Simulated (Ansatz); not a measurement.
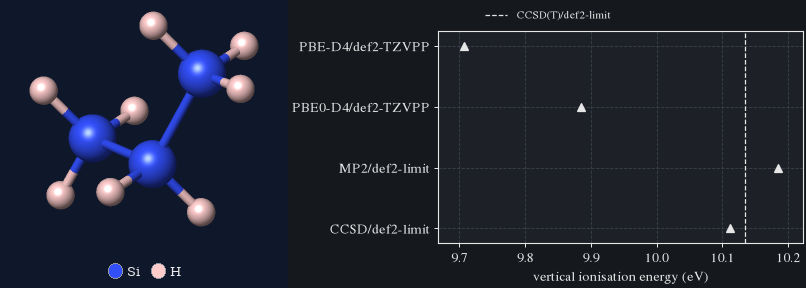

Vertical ionisation energy of Si₃H₈, SMILES [SiH3][SiH2][SiH3], taken as the energy of the cation less that of the neutral at fixed geometry (unrestricted doublet cation, cores frozen in correlated methods, no spin-orbit coupling), the Ansatz code, at a PBE0-D4/def2-TZVP geometry (a minimum by its frequencies). Limit means an estimate of the basis limit from triple and quadruple zeta; for coupled cluster it is either extrapolated directly or built as the MP2 limit plus the step from MP2 in triple zeta.

### What range do the values span, the line included?

From 9.71 eV (PBE-D4/def2-TZVPP) to 10.18 eV (MP2/def2-limit).

### Which level comes closest to the line (CCSD(T)/def2-limit), and which misses most?

Closest CCSD/def2-limit (10.11 eV), against 10.13 eV; farthest PBE-D4/def2-TZVPP (9.71 eV).
